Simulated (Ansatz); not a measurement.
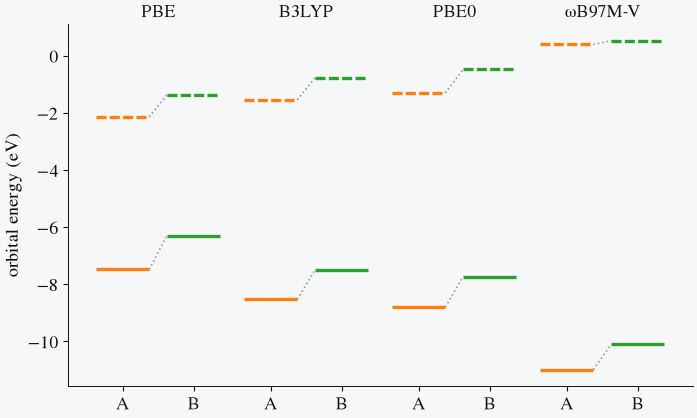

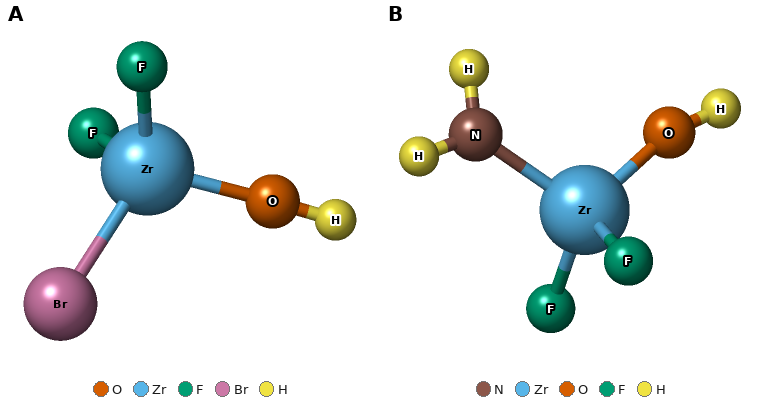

One change: A, ZrHOBrF₂ (SMILES [OH][Zr]([F])([F])[Br]), becomes B, ZrNH₃OF₂ (SMILES [NH2][Zr]([OH])([F])[F]). Br on Zr is replaced by NH₂. HOMO (solid) and LUMO (dashed) computed in def2-TZVPP at PBE0-D4/def2-TZVP geometries, both minima by their frequencies, gas phase, the Ansatz code. Empty levels above zero depend strongly on the basis.

**What does the change do to HOMO and LUMO?**

PBE: the HOMO rises by 1.19 eV, the LUMO rises by 0.77 eV, and the separation goes from 5.34 to 4.92 eV. B3LYP: the HOMO rises by 1.03 eV, the LUMO rises by 0.77 eV, and the separation goes from 6.98 to 6.72 eV. PBE0: the HOMO rises by 1.06 eV, the LUMO rises by 0.83 eV, and the separation goes from 7.49 to 7.26 eV. ωB97M-V: the HOMO rises by 0.88 eV, the LUMO rises by 0.13 eV, and the separation goes from 11.39 to 10.63 eV.

**Do the functionals agree on the effect?**

They agree on the direction for both levels; the HOMO shift lies between 0.88 and 1.19 eV and the LUMO shift between 0.13 and 0.83 eV, while the separations themselves differ by up to 6.0 eV between functionals.

Note: core potentials past krypton.
